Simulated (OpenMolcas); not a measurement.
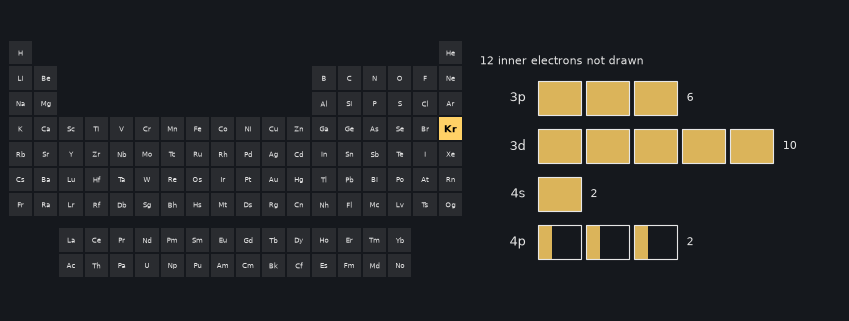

**Figure 1.** Left, the place of krypton in the periodic table; right, the outer shells of the leading configuration of the lowest level: a box for each of the 2l + 1 orbitals, shaded by the share of the shell that is filled, with the electron count at the right.

# Multiconfigurational calculation for Kr⁴⁺

- system: Kr⁴⁺.
- method: state-averaged CASSCF, active space 2 electrons in the shell 4p, basis ANO-R0, X2C scalar Hamiltonian, spin-orbit coupling by RASSI with atomic mean-field integrals (OpenMolcas)

**Key numbers**

```
                                 quantity                                                                 value
                                  outcome                                                             converged
                             lowest level                                                               4p² ³P₀
                      first excited level                                 4p² ³P₁, 2,024 cm⁻¹ (measured: 3,743)
      energy of the lowest spin-free term                                                   −2783.60519 hartree
    energy of the lowest spin-orbit level                                                   −2783.62134 hartree
largest spread among components of a term                                                              0.0 cm⁻¹
                                 hardware  1 thread of Arm Neoverse V1, 24 GiB of memory available, shared host
                                wall time                                                                 2.2 s
```

**Notes**

Against measured levels the run misses widely: 4s2 4p2 3P J = 1 comes out at 2,024 cm⁻¹ where 3,743 cm⁻¹ is measured. Without dynamic correlation the splittings between terms come out too large, often by 20 to 50 %. Limits: small basis contracted for the neutral atom, rough for a high charge; closed s shell leaves the highest p terms too high; only configurations of the active space are included.

**The input**
```
&GATEWAY
Coord
1

Kr 0.0 0.0 0.0
Basis=ANO-R0
Group=XYZ
NoMove
AngMom=0.0 0.0 0.0
AMFI
&SEWARD
&RASSCF
FileOrb=start.orb
Symmetry=1
Spin=3
nActEl=2 0 0
Inactive=9 6
Ras2=0 3
CIRoot=3 3 1
SDav=3
CIMx=300
Iter=120 100
PrWF=0.3
OrbListing=Nothing
MaxOrb=0
Atom
>>> COPY $Project.JobIph JOB001
&RASSCF
FileOrb=start.orb
Symmetry=1
Spin=1
nActEl=2 0 0
Inactive=9 6
Ras2=0 3
CIRoot=6 6 1
SDav=6
CIMx=300
Iter=120 100
PrWF=0.3
OrbListing=Nothing
MaxOrb=0
Atom
CIOnly
>>> COPY $Project.JobIph JOB002
&RASSI
NrOfJobIphs=2 3 6
1 2 3
1 2 3 4 5 6
IphNames
JOB001
JOB002
EJob
SpinOrbit
DIPRint=1.0
SOCoupling=1000.0
Subsets=2
MEES
Property=10
'ANGMOM' 1 'ANGMOM' 2 'ANGMOM' 3 'MLTPL  1' 1 'MLTPL  1' 2 'MLTPL  1' 3
'AMFI' 1 'AMFI' 2 'AMFI' 3 'MLTPL  2' 6
SOProperty=3
'ANGMOM' 1 'ANGMOM' 2 'ANGMOM' 3
```

The file start.orb holds starting orbitals from an earlier step. A driver script formed the levels outside the program, from RASSI's spin-orbit matrix and the active-space energies, averaged over the components of each term or state.

Launched with:
```bash
OMP_NUM_THREADS=1 MOLCAS_MEM=2252 MOLCAS_PROJECT=a pymolcas a.inp > a.log  # once for each step of the input, in one work folder
```

**Log (extracts)**
```
--- SEWARD ---
Basis set label: KR.ANO-R...4S3P1D.

      Electronic valence basis set:
      ------------------
      Associated Effective Charge  36.000000 au
      Associated Actual Charge     36.000000 au
      Nuclear Model: Finite nucleus - Gaussian distribution
        Gaussian exponent, Xi/bohr**(-2):  2.34612E+08

      Shell  nPrim  nBasis  Cartesian Spherical Contaminant
         s      21       4        X
         p      15       3        X
         d       9       1                 X
                  Relativistic X2C integrals
                  Atomic mean-field integrals
--- RASSCF ---
Wave function specifications:
      -----------------------------

      Number of closed shell electrons          30
      Number of electrons in active shells       2
      Max number of holes in RAS1 space          0
      Max nr of electrons in RAS3 space          0
      Number of inactive orbitals               15
      Number of active orbitals                  3
      Number of secondary orbitals               0
      Spin quantum number                      1.0
      State symmetry                             1
Orbital specifications:
      -----------------------

      Symmetry species                           1   2
                                                ag  au
      Frozen orbitals                            0   0
      Inactive orbitals                          9   6
      Active orbitals                            0   3
      RAS1 orbitals                              0   0
      RAS2 orbitals                              0   3
      RAS3 orbitals                              0   0
      Secondary orbitals                         0   0
      Deleted orbitals                           0   0
      Number of basis functions                  9   9
      Number of CSFs                             3
      Number of root(s) required                 3
      Iter CI   SX   CI       RASSCF       Energy    max ROT     max BLB   max BLB  Level Ln srch  Step   QN
          iter iter root      energy       change     param      element    value   shift minimum  type update
 Nr of preliminary CI iterations:   1
      Total energies have been shifted. Add                -2000.00 au
        1   1    3    0  -783.60430878    0.00E+00  -4.92E-03    6   9 2  5.76E-02*  0.00   0.00    SX    NO
        2   1    3    0  -783.60519090   -8.82E-04* -1.84E-04    6   9 2  2.15E-03*  0.00   0.00    SX    NO
        3   1    3    0  -783.60519213   -1.24E-06*  6.94E-06    5   8 2  8.10E-05   0.00   0.00    SX    NO
        4   1    2    0  -783.60519213   -1.75E-09  -2.62E-07    6   9 2  3.05E-06   0.00   0.00    SX    NO
      Convergence after  4 iterations
        5   1    2    0  -783.60519213   -2.73E-12  -2.62E-07    3   9 2  2.25E-07   0.00   0.00    SX    NO
      Natural orbitals and occupation numbers for root  1
      sym 2:   1.000000   1.000000   0.000000
      Natural orbitals and occupation numbers for root  2
      sym 2:   1.000000   0.000000   1.000000
      Natural orbitals and occupation numbers for root  3
      sym 2:   0.000000   1.000000   1.000000
::    RASSCF root number  1 Total energy:  -2783.60519213
::    RASSCF root number  2 Total energy:  -2783.60519213
::    RASSCF root number  3 Total energy:  -2783.60519213
--- RASSCF ---
Wave function specifications:
      -----------------------------

      Number of closed shell electrons          30
      Number of electrons in active shells       2
      Max number of holes in RAS1 space          0
      Max nr of electrons in RAS3 space          0
      Number of inactive orbitals               15
      Number of active orbitals                  3
      Number of secondary orbitals               0
      Spin quantum number                      0.0
      State symmetry                             1
Orbital specifications:
      -----------------------

      Symmetry species                           1   2
                                                ag  au
      Frozen orbitals                            0   0
      Inactive orbitals                          9   6
      Active orbitals                            0   3
      RAS1 orbitals                              0   0
      RAS2 orbitals                              0   3
      RAS3 orbitals                              0   0
      Secondary orbitals                         0   0
      Deleted orbitals                           0   0
      Number of basis functions                  9   9
      Number of CSFs                             6
      Number of root(s) required                 6
      Iter CI   SX   CI       RASSCF       Energy    max ROT     max BLB   max BLB  Level Ln srch  Step   QN
          iter iter root      energy       change     param      element    value   shift minimum  type update
 Nr of preliminary CI iterations:   1
        1   1    0    0 -2783.52971259    0.00E+00   0.00E+00    5   7 2 -5.14E-03*  0.00   0.00    SX    NO
      Natural orbitals and occupation numbers for root  1
      sym 2:   1.009795   0.000097   0.990108
      Natural orbitals and occupation numbers for root  2
      sym 2:   0.973719   1.025607   0.000673
      Natural orbitals and occupation numbers for root  3
      sym 2:   1.010509   0.989380   0.000112
::    RASSCF root number  1 Total energy:  -2783.54480850
::    RASSCF root number  2 Total energy:  -2783.54480850
::    RASSCF root number  3 Total energy:  -2783.54480850
::    RASSCF root number  4 Total energy:  -2783.54480850
::    RASSCF root number  5 Total energy:  -2783.54480850
::    RASSCF root number  6 Total energy:  -2783.45423305
--- RASSI ---
SPIN-FREE ENERGIES:
  (Shifted by EMIN (a.u.) =      -2783.6051921324)

 SF State       Relative EMIN(au)   Rel lowest level(eV)    D:o, cm**(-1)      L_eff

     1             0.0000000000        0.0000000000              0.0000         1.0
     2             0.0000000000        0.0000000000              0.0000         1.0
     3             0.0000000000        0.0000000000              0.0000         1.0
     4             0.0603836338        1.6431223829          13252.6758         2.0
     5             0.0603836338        1.6431223829          13252.6758         2.0
     6             0.0603836338        1.6431223829          13252.6758         2.0
     7             0.0603836338        1.6431223829          13252.6758         2.0
     8             0.0603836338        1.6431223829          13252.6758         2.0
     9             0.1509590846        4.1078059575          33131.6894         0.0
     Dipole printing threshold changed to   1.00000000E+00
Eigenvalues of complex Hamiltonian:
   -----------------------------------
  (Shifted by EMIN (a.u.) =      -2783.6051921324)

 SO State       Relative EMIN(au)   Rel lowest level(eV)    D:o, cm**(-1)     J-value

     1            -0.0161495670        0.0000000000              0.0000        -0.0
     2            -0.0069264214        0.2509745790           2024.2465         0.8
     3            -0.0069264214        0.2509745790           2024.2465         0.8
     4            -0.0069264214        0.2509745790           2024.2465         0.7
     5             0.0051880464        0.5806260407           4683.0648         1.1
     6             0.0051880464        0.5806260407           4683.0648         1.8
     7             0.0051880464        0.5806260407           4683.0648         1.3
     8             0.0051880464        0.5806260407           4683.0648         1.8
     9             0.0051880464        0.5806260407           4683.0648         1.8
    10             0.0621220088        2.1298780804          17178.6252         1.7
    11             0.0621220088        2.1298780804          17178.6252         1.7
    12             0.0621220088        2.1298780804          17178.6252         1.0
    13             0.0621220088        2.1298780804          17178.6252         1.6
    14             0.0621220088        2.1298780804          17178.6252         1.8
    15             0.1532558089        4.6097551155          37180.1824         0.0
Weights of the five most important spin-orbit-free states for each spin-orbit state.

 SO State  Total energy (au)           Spin-free states, spin, and weights
 -------------------------------------------------------------------------------------------------------
    1        -0.016150       3 1.0  0.3288    1 1.0  0.3288    2 1.0  0.3288    9 0.0  0.0136    5 0.0  0.0000
    2        -0.006926       3 1.0  0.4998    2 1.0  0.4997    1 1.0  0.0005    4 0.0  0.0000    7 0.0  0.0000
    3        -0.006926       1 1.0  0.5000    3 1.0  0.2679    2 1.0  0.2321    4 0.0  0.0000    5 0.0  0.0000
    4        -0.006926       1 1.0  0.4995    2 1.0  0.2682    3 1.0  0.2323    5 0.0  0.0000    6 0.0  0.0000
    5         0.005188       3 1.0  0.5384    1 1.0  0.2443    2 1.0  0.1868    6 0.0  0.0203    5 0.0  0.0072
    6         0.005188       3 1.0  0.4854    2 1.0  0.3120    1 1.0  0.1720    4 0.0  0.0297    6 0.0  0.0004
    7         0.005188       3 1.0  0.5860    1 1.0  0.1986    2 1.0  0.1849    5 0.0  0.0165    6 0.0  0.0097
    8         0.005188       1 1.0  0.4931    2 1.0  0.4757    7 0.0  0.0157    8 0.0  0.0124    5 0.0  0.0024
    9         0.005188       1 1.0  0.5078    2 1.0  0.4564    8 0.0  0.0176    7 0.0  0.0085    3 1.0  0.0053
   10         0.062122       8 0.0  0.9695    1 1.0  0.0157    2 1.0  0.0145    3 1.0  0.0004    5 0.0  0.0000
   11         0.062122       7 0.0  0.9693    1 1.0  0.0200    2 1.0  0.0057    3 1.0  0.0049    5 0.0  0.0001
   12         0.062122       6 0.0  0.9693    3 1.0  0.0153    1 1.0  0.0083    2 1.0  0.0070    5 0.0  0.0001
```

**Spin-orbit levels, grouped by J and assigned**

```
Configuration  Level  E (cm⁻¹)  LS purity (%)  Landé g
          4p²    ³P₀         0             99        –
          4p²    ³P₁     2,024            100    1.501
          4p²    ³P₂     4,683             97    1.486
          4p²    ¹D₂    17,180             97    1.015
          4p²    ¹S₀    37,180             99        –
```

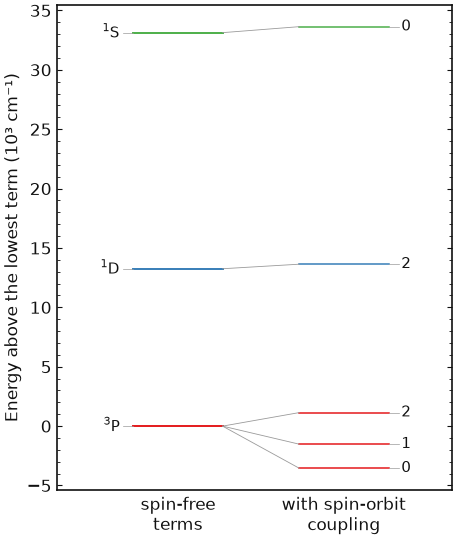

**Figure 2.** Terms of Kr⁴⁺ (krypton, Z = 36) without and with spin-orbit coupling; numbers at the right are J. ³P (at 0) splits over 4,680 cm⁻¹ into J = 0, 1, 2 from the bottom up (normal); ¹D (at 13,300 cm⁻¹) gives the one level J = 2; ¹S (at 33,100 cm⁻¹) gives the one level J = 0. The ground level lies 3,540 cm⁻¹ below the lowest term.

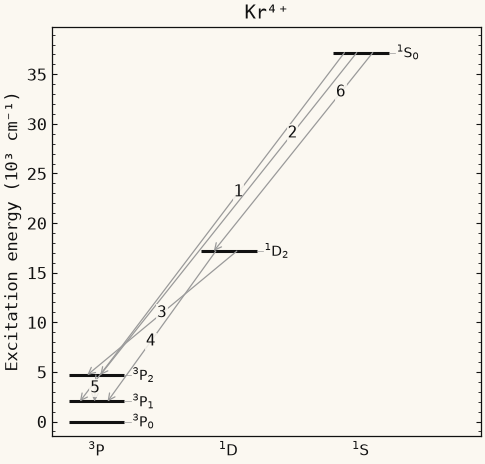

**Figure 3.** Levels of Kr⁴⁺ with 6 numbered transitions. Rates are at computed energies.

| No. | Upper | Lower | Type | λ (vacuum) | A (s⁻¹) |
| --- | --- | --- | --- | --- | --- |
| 1 | 4p² ¹S₀ | 4p² ³P₁ | M1 | 284 nm | 32 |
| 2 | 4p² ¹S₀ | 4p² ³P₂ | E2 | 308 nm | 1.5 |
| 3 | 4p² ¹D₂ | 4p² ³P₂ | M1 | 800 nm | 2.3 |
| 4 | 4p² ¹D₂ | 4p² ³P₁ | M1 | 660 nm | 1.4 |
| 5 | 4p² ³P₂ | 4p² ³P₁ | M1 | 3.76 µm | 0.25 |
| 6 | 4p² ¹S₀ | 4p² ¹D₂ | E2 | 500 nm | 9.5 |

Line 1 has the largest rate; it falls in the ultraviolet region.
